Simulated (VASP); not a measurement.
Band structure of Mg (hcp). Calculation: RPBE GGA, VASP's PBE PAW potentials (set 64) (plane waves; VASP).

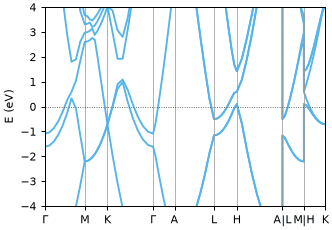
Bands along high-symmetry lines, zero at the valence-band maximum or, without a gap, the Fermi level

**Question.** Read the plot: is there a gap, and where are the band edges?

**Answer.** It has no gap at this level: it comes out as a metal or semimetal. (Edges off the drawn lines would not show.)

The compound is Mg in the hcp structure. It was relaxed first.
